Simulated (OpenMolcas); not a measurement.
**Ti²⁺ among point charges: CASSCF and CASPT2 levels and susceptibility**

How does a field of 6 point charges split the states of Ti²⁺, and what χT follows?

Method: state-averaged CASSCF and CASPT2, spin-orbit coupling by RASSI with atomic mean-field integrals. Code: OpenMolcas 26.06.

**1. The system**

- Species: Ti²⁺ (titanium, Z = 22, 20 electrons)
- Basis: ANO-RCC-VDZP [5s4p2d1f], 34 functions
- Scalar Hamiltonian: DKH2, point nucleus
- Inactive shells: 1s 2s 2p 3s 3p
- Active space: 2 electrons in 5 orbitals (3d)
- Some configurations of this space: 3d²
- Orbitals: optimised for each spin and parity, averaged over all roots

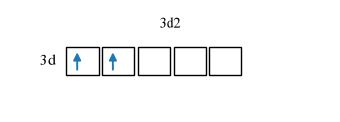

Occupation of the outer shells (arrows by Hund's rule).

The ion sits among 6 point charges of -1.3 e arranged as a trigonal antiprism (D3d), 2.06 Å from the ion, with a polar angle of 60.2° against the regular 54.74°.

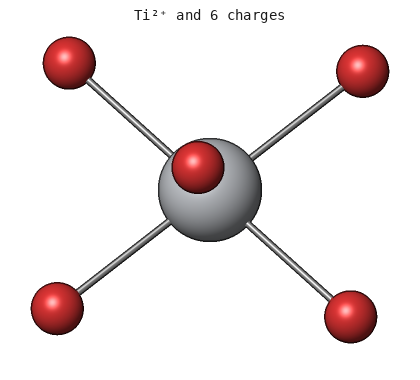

The ion and the point charges (red).

Each step is its own input file, run in one work folder so that later steps find the files of earlier ones. Labels, J, g values, rates, χT and fits are worked out afterwards by a script from the matrices that RASSI stores. The input lists half of the charges; inversion (Group=XYZ) makes the rest.

**2. One- and two-electron integrals**

a.inp reads:

```
&GATEWAY
Coord
1

Ti 0.0 0.0 0.0
Basis=ANO-RCC-VDZP
Group=XYZ
NoMove
AngMom=0.0 0.0 0.0
AMFI
XField
3 Angstrom 0
0.000000 1.787761 1.023480 -1.300000
1.548246 -0.893880 1.023480 -1.300000
1.548246 0.893880 -1.023480 -1.300000
&SEWARD
```

Run with:

```
> OMP_NUM_THREADS=1 MOLCAS_MEM=1689 MOLCAS_PROJECT=a pymolcas a.inp > a.log
```

Output:

```text
Basis set label: TI.ANO-RCC...5S4P2D1F.

      Electronic valence basis set:
      ------------------
      Associated Effective Charge  22.000000 au
      Associated Actual Charge     22.000000 au
      Nuclear Model: Point charge

      Shell  nPrim  nBasis  Cartesian Spherical Contaminant
         s      21       5        X
         p      15       4        X
         d      10       2                 X
         f       6       1                 X
                  Relativistic Douglas-Kroll-Hess integrals:
                    - DKH order of Hamiltonian: 2
                    - DKH order of Properties : 0
                  Atomic mean-field integrals
```

**3. CASSCF: triplets of even parity, 10 roots**

a.inp reads:

```
&RASSCF
FileOrb=start.orb
Symmetry=1
Spin=3
nActEl=2 0 0
Inactive=3 6
Ras2=5 0
CIRoot=10 10 1
SDav=10
CIMx=300
Iter=120 100
PrWF=0.3
OrbListing=Nothing
MaxOrb=0
>>> COPY $Project.JobIph JOB001
```

start.orb holds the contracted functions of the basis, ordered by shell, or the orbitals of the step before.

Output, cut to the lines that bear on the results:

```text
[...]
      Number of active orbitals                  5
[...]
      Spin quantum number                      1.0
[...]
      Active orbitals                            5   0
[...]
      Number of CSFs                            10
      Number of root(s) required                10
[...]
      Convergence after 14 iterations
[...]
      Natural orbitals and occupation numbers for root  1
      sym 1:   0.972676   0.000000   0.972676   0.027324   0.027324
      Natural orbitals and occupation numbers for root  2
      sym 1:   0.027324  -0.000000   0.972676   0.027324   0.972676
      Natural orbitals and occupation numbers for root  3
      sym 1:   0.999980   0.000020  -0.000000   0.000020   0.999980
::    RASSCF root number  1 Total energy:   -856.10117162
::    RASSCF root number  2 Total energy:   -856.10117161
::    RASSCF root number  3 Total energy:   -856.09483555
[...]
::    RASSCF root number  7 Total energy:   -856.03727475
::    RASSCF root number  8 Total energy:   -856.02175260
::    RASSCF root number  9 Total energy:   -856.02175258
::    RASSCF root number 10 Total energy:   -855.99223008
```

**4. Reference wave functions, singlets of even parity, 15 roots**

a.inp reads:

```
&RASSCF
FileOrb=start.orb
Symmetry=1
Spin=1
nActEl=2 0 0
Inactive=3 6
Ras2=5 0
CIRoot=15 15 1
SDav=15
CIMx=300
Iter=120 100
PrWF=0.3
OrbListing=Nothing
MaxOrb=0
>>> COPY $Project.JobIph JOB002
```

Output, cut to the lines that bear on the results:

```text
[...]
      Number of active orbitals                  5
[...]
      Spin quantum number                      0.0
[...]
      Active orbitals                            5   0
[...]
      Number of CSFs                            15
      Number of root(s) required                15
[...]
      Convergence after 11 iterations
[...]
      Natural orbitals and occupation numbers for root  1
      sym 1:   0.077205   0.016670   1.111173   0.000192   0.794761
      Natural orbitals and occupation numbers for root  2
      sym 1:   0.966990   0.000000   0.032937   0.032958   0.967116
      Natural orbitals and occupation numbers for root  3
      sym 1:   1.795175   0.005120   0.097289   0.005116   0.097300
::    RASSCF root number  1 Total energy:   -856.05664214
::    RASSCF root number  2 Total energy:   -856.05664214
::    RASSCF root number  3 Total energy:   -856.05636209
[...]
::    RASSCF root number 12 Total energy:   -855.98648174
::    RASSCF root number 13 Total energy:   -855.95757830
::    RASSCF root number 14 Total energy:   -855.95757829
::    RASSCF root number 15 Total energy:   -855.87509832
```

**5. RASSI: spin-orbit coupling between the states**

a.inp reads:

```
&RASSI
NrOfJobIphs=2 10 15
1 2 3 4 5 6 7 8 9 10
1 2 3 4 5 6 7 8 9 10 11 12 13 14 15
IphNames
JOB001
JOB002
EJob
SpinOrbit
DIPRint=1.0
SOCoupling=1000.0
Subsets=2
Property=9
'ANGMOM' 1 'ANGMOM' 2 'ANGMOM' 3 'MLTPL  1' 1 'MLTPL  1' 2 'MLTPL  1' 3
'AMFI' 1 'AMFI' 2 'AMFI' 3
SOProperty=3
'ANGMOM' 1 'ANGMOM' 2 'ANGMOM' 3
```

Run with:

```
> OMP_NUM_THREADS=1 MOLCAS_MEM=1689 MOLCAS_PROJECT=a pymolcas a.inp > a.log
```

Output, cut to the lines that bear on the results:

```text
SPIN-FREE ENERGIES:
  (Shifted by EMIN (a.u.) =       -856.1011716207)
 SF State       Relative EMIN(au)   Rel lowest level(eV)    D:o, cm**(-1)      L_eff
     1             0.0000000000        0.0000000000              0.0000         2.8
     2             0.0000000081        0.0000002209              0.0018         2.8
     3             0.0063360678        0.1724131887           1390.6061         2.9
     4             0.0254880676        0.6935656523           5593.9842         2.9
     5             0.0254880892        0.6935662404           5593.9890         2.9
     6             0.0390391162        1.0623084693           8568.0956         2.9
    11             0.0445294788        1.2117088476           9773.0909         2.8
    12             0.0445294788        1.2117088476           9773.0909         2.8
    13             0.0448095284        1.2193293851           9834.5547         2.9
    14             0.0598128896        1.6275916418          13127.4119         2.4
[...]
Eigenvalues of complex Hamiltonian:
   -----------------------------------
  (Shifted by EMIN (a.u.) =       -856.1011716207)
 SO State       Relative EMIN(au)   Rel lowest level(eV)    D:o, cm**(-1)     J-value
     1            -0.0002754572        0.0000000000              0.0000         2.5
     2            -0.0002754571        0.0000000015              0.0000         2.5
     3            -0.0000451274        0.0062675933             50.5515         2.6
     4            -0.0000451193        0.0062678123             50.5533         2.6
     5             0.0001817001        0.0124398848            100.3344         2.4
     6             0.0002393346        0.0140081968            112.9837         2.5
     7             0.0063444177        0.1801359733           1452.8946         2.5
     8             0.0063444177        0.1801359727           1452.8946         2.5
     9             0.0063808034        0.1811260781           1460.8803         2.7
    10             0.0254666406        0.7004781659           5649.7374         2.8
    11             0.0254666477        0.7004783582           5649.7390         2.8
[...]
```

These steps took 6.7 s in all on 1 thread of Arm Neoverse V1, shared host.

States without spin-orbit coupling:

| state | degeneracy | E (cm-1) | free-ion L (%) |
| --- | --- | --- | --- |
| 3E | 2 | 0 | F (92) |
| 3A2 | 1 | 1391 | F (100) |
| 3E | 2 | 5594 | F (96) |
| 3A1 | 1 | 8568 | F (100) |
| 1E | 2 | 9773 | D (61) |
| 1A1 | 1 | 9835 | G (49) |
| 1E | 2 | 13127 | D (80) |
| 3A2 | 1 | 14024 | F (89) |
| 3E | 2 | 17430 | P (87) |
| 1E | 2 | 17810 | G (88) |
| 1A1 | 1 | 21226 | G (52) |
| 1A1 | 1 | 23117 | G (86) |
| 1E | 2 | 23819 | G (80) |
| 3A2 | 1 | 23910 | P (89) |
| 1A2 | 1 | 25172 | G (100) |
| 1E | 2 | 31515 | G (73) |
| 1A1 | 1 | 49617 | S (84) |

With spin-orbit coupling:

```
E (cm-1)  Degeneracy  Label  2S+1               g
     0.0           2      E     3  0.00 0.00 2.11
    50.6           2      E     3  0.00 0.00 1.78
   100.3           1     A1     3                
   113.0           1     A2     3                
    1453           2      E     3  0.00 0.00 3.84
    1461           1     A1     3                
    5650           2      E     3  0.00 0.00 2.59
    5655           2      E     3  0.00 0.00 1.50
    5656           1     A1     3                
    5660           1     A2     3                
    8622           2      E     3  0.00 0.00 3.91
    8630           1     A2     3                
    9840           2      E     1  0.00 0.00 2.13
    9899           1     A1     1                
   13178           2      E     1  0.00 0.00 0.84
   14086           1     A1     3                
   14097           2      E     3  0.00 0.00 4.16
   17427           1     A1     3                
   17430           1     A2     3                
   17487           2      E     3  0.00 0.00 1.77
   17545           2      E     3  0.00 0.00 5.61
   17886           2      E     1  0.00 0.00 0.08
   21285           1     A1     1                
   23171           1     A1     1
```

Principal g values are given for doublets only; a zero marks a field direction without first-order Zeeman splitting.

Powder χT (cm³ K/mol): 0.16 at 2 K, 0.20 at 5 K, 0.26 at 10 K, 0.38 at 20 K, 0.62 at 50 K, 0.81 at 100 K, 0.91 at 150 K, 0.97 at 200 K, 1.02 at 250 K, 1.06 at 300 K.

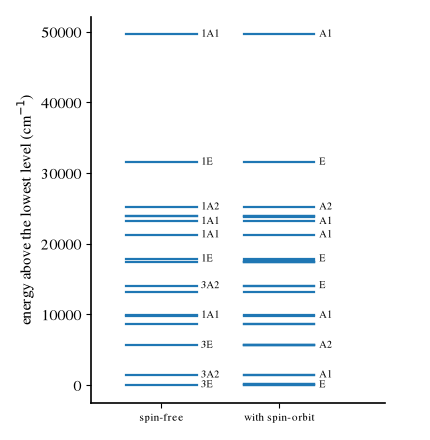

The states in the field without (left) and with (right) spin-orbit coupling.

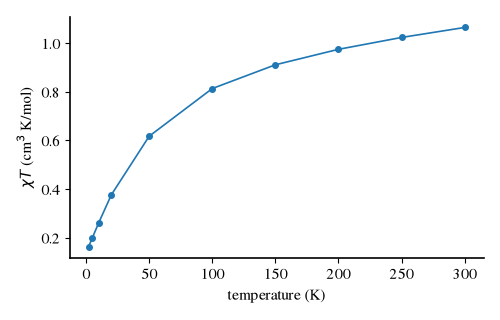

χT against temperature.

**6. CASPT2: IPEA 0.25, imaginary shift 0.1 (closed shells correlated: 3s 3p)**

a.inp reads:

```
>>> COPY JOB001 $Project.JobIph
&CASPT2
Multistate=10 1 2 3 4 5 6 7 8 9 10
NoMult
Frozen=2 3
IPEA=0.25
Imaginary=0.1
MaxIter=60
WThr=0.0 0.3 0.05
PrWF=0.5
NoMix
>>> COPY JOB002 $Project.JobIph
&CASPT2
Multistate=15 1 2 3 4 5 6 7 8 9 10 11 12 13 14 15
NoMult
Frozen=2 3
IPEA=0.25
Imaginary=0.1
MaxIter=60
WThr=0.0 0.3 0.05
PrWF=0.5
NoMix
```

Output, cut to the lines that bear on the results:

```text
[...]
      Active orbitals                            5   0
[...]
      E2 (Variational):          -0.2394150542
      Total energy:            -856.3405866749
[...]
::    CASPT2 Root  1     Total energy:   -856.34058667
::    CASPT2 Root  2     Total energy:   -856.34079188
[...]
::    CASPT2 Root 12     Total energy:   -856.23107567
::    CASPT2 Root 13     Total energy:   -856.19702805
::    CASPT2 Root 14     Total energy:   -856.19694671
::    CASPT2 Root 15     Total energy:   -856.14051300
```

Time for this run: 2.2 s (1 thread of Arm Neoverse V1, shared host).

SS-CASPT2: lowest energy less the reference's lowest, -0.2395 hartree; reference weights 0.912 to 0.955.

Spin-free states, with their symmetry labels:

```
state  degeneracy  E (cm-1)  free-ion L (%)
   3E           2         0          F (92)
  3A2           1      2706         F (100)
   3E           2      6485          F (96)
  1A1           1      6666          G (49)
   1E           2      7899          D (61)
  3A1           1      9814         F (100)
   1E           2     11119          D (80)
  3A2           1     15895          F (89)
   3E           2     16087          P (87)
   1E           2     16113          G (88)
  1A1           1     19780          G (52)
  1A1           1     20930          G (86)
   1E           2     22451          G (80)
  3A2           1     23433          P (89)
  1A2           1     24057         G (100)
   1E           2     31539          G (73)
  1A1           1     43934          S (84)
```

With spin-orbit coupling:

```
E (cm-1)  Degeneracy  Label  2S+1               g
       0           2      E     3  0.00 0.00 2.12
      53           2      E     3  0.00 0.00 1.80
     110           1     A1     3                
     110           1     A2     3                
    2760           2      E     3  0.00 0.00 3.85
    2770           1     A1     3                
    6480           1     A1     3                
    6540           2      E     3  0.00 0.00 1.94
    6540           2      E     3  0.00 0.00 2.14
    6550           1     A2     3                
    6800           1     A1     1                
    7960           2      E     1  0.00 0.00 2.13
    9870           2      E     3  0.00 0.00 3.93
    9880           1     A2     3                
   11180           2      E     1  0.00 0.00 0.81
   15950           2      E     3  0.00 0.00 3.93
   15950           1     A1     3                
   16080           1     A1     3                
   16090           1     A2     3                
   16110           2      E     3  0.00 0.00 0.50
   16180           2      E     3  0.00 0.00 1.43
   16260           2      E     3  0.00 0.00 2.59
   19840           1     A1     1                
   20990           1     A1     1
```

Powder χT (cm³ K/mol): 0.17 at 2 K, 0.20 at 5 K, 0.26 at 10 K, 0.38 at 20 K, 0.63 at 50 K, 0.82 at 100 K, 0.92 at 150 K, 0.97 at 200 K, 1.02 at 250 K, 1.05 at 300 K.

**7. The methods side by side**

A. CASSCF
B. SS-CASPT2, IPEA 0.25, imaginary shift 0.1 (closed shells correlated: 3s 3p)

```csv
method,ground state,first state of that spin (cm-1),first gap with spin-orbit (cm-1),χT at 300 K
A,3E,3A2 1391,50.6,1.06
B,3E,3A2 2706,53.3,1.05
```

**8. What came out**

| quantity | value |
| --- | --- |
| method | SS-CASPT2, IPEA 0.25, imaginary shift 0.1 (closed shells correlated: 3s 3p) |
| spin-free ground state | 3E, 2-fold in its orbital part |
| first state of the same spin within the active space | 3A2 at 2710 cm⁻¹ |
| lowest level | 2-fold E, g = 0.00, 0.00, 2.12 |
| next level | 53.3 cm⁻¹ |
| χT at 300 K | 1.05 cm³ K/mol |
| effective moment at 300 K | 2.90 μB |

Cost by method:

```csv
method,time of its own steps,time with the reference
A. CASSCF,6.7 s,6.7 s
"B. SS-CASPT2, IPEA 0.25, imaginary shift 0.1, +3s 3p",2.2 s,9 s
```

Times are of one thread on a shared host.

The spin-free ground state (3E) comes to 92 % from free-ion F terms and keeps the highest spin of the shell. χT at 300 K is 1.05, against 1.00 cm³ K/mol for the spin alone; near agreement at one temperature doesn't show that the orbital moment is quenched. CASPT2 does not keep the components of a term degenerate, and the means are used. The field of point charges can differ much from that of real complexes. Point charges carry no covalency, so the field is a model and not that of real ligands.
